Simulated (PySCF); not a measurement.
H9LaN3 (charge +3)

Input

```
mol = gto.M(atom='''
La     0.00000    -0.00000    -0.01315
N      2.56377     0.00080     0.01365
H      3.00660    -0.65063     0.68618
H      3.01881    -0.25600    -0.88107
H      3.01108     0.90581     0.24380
N     -1.28257     2.21989     0.01365
H     -0.93984     2.92911     0.68618
H     -1.28770     2.74236    -0.88107
H     -2.28999     2.15477     0.24380
N     -1.28120    -2.22069     0.01365
H     -2.06676    -2.27848     0.68618
H     -1.73110    -2.48637    -0.88107
H     -0.72109    -3.06057     0.24380''',
    basis={'La': 'lcecp-1-SVP', 'N': 'def2-SVP', 'H': 'def2-SVP'},
    ecp={'La': 'lcecp-1-SVP'},
    charge=3, spin=0)
mf = dft.RKS(mol, xc='PBE0')
mf.grids.atom_grid = (75, 302)  # f atoms: at least (60, 302), unpruned
mf = mf.density_fit()  # La AutoAux, N def2-universal-JKFIT, H def2-universal-JKFIT
mf.conv_tol = 1e-09; mf.max_cycle = 55
mf.kernel(dm0)
```

Command:

```sh
OMP_NUM_THREADS=2 python run.py
```

Core potentials replace the inner electrons of La.

Method: RKS PBE0, La lcecp-1-SVP with ECP46, N def2-SVP, H def2-SVP; non-relativistic Hamiltonian with scalar-relativistic core potentials where named; density fitting in PySCF.

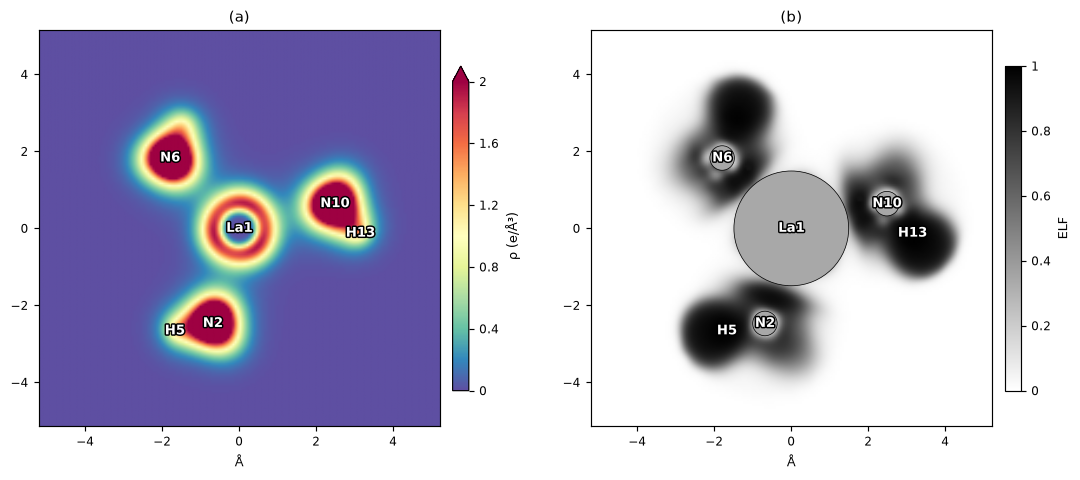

Figure 1. (a) electron density; (b) electron localisation function on the plane of atoms N2, La1 and N10. Grey discs cover the atomic cores in the ELF map.

**Interpret the plot.**

The section cuts through La, N and H sites.
La–N (2.56 Å): the density is about 0.37 e/Å³ at the midpoint; the ELF peaks at about 0.95 in the valence shell of N, 0.7 Å from its nucleus, and drops to about 0.25 between the two atoms.
N–H (1.04 Å): ρ is about 2.8 e/Å³ halfway; the ELF climbs to about 1 towards the hydrogen, as it does in any bond to H (an ordinary covalent bond to hydrogen).

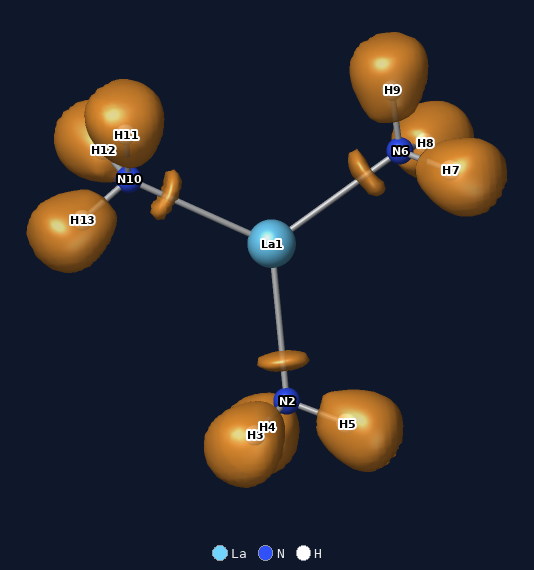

Figure 2. Isosurface of the electron localisation function at 0.9 (orange), seen across its widest extent. Core shells and regions of very low density are left out.

**Where are the electrons localised?**

The ELF exceeds this value in nine regions around hydrogen nuclei and three lobes of the valence shell of N pointing towards La.

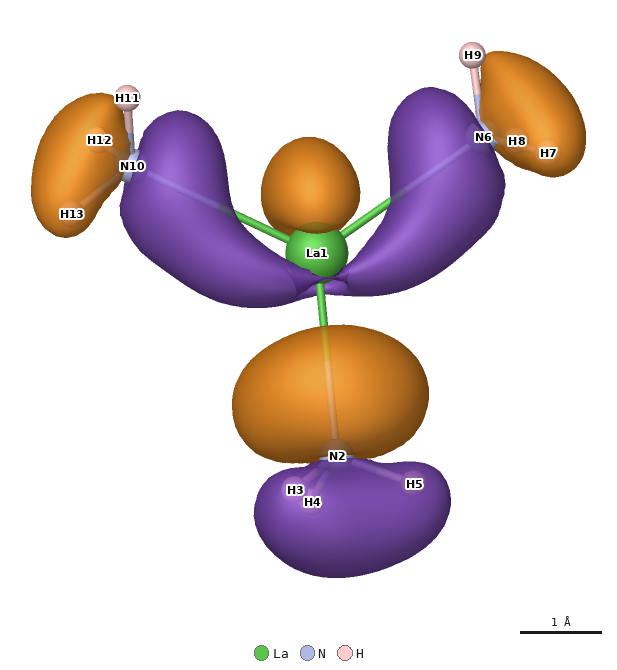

Figure 3. The HOMO at ±0.08 Å⁻³ᐟ² (orange and purple are the two phases), seen across its widest extent.

**Describe this orbital and give its energy.**

Its weight (Hirshfeld) is mainly on N2 (about 45 %), La1 (about 15 %), N6 (about 10 %) and N10 (about 10 %). It is one of a degenerate set, so its orientation is arbitrary. Its energy is −23.66 eV.
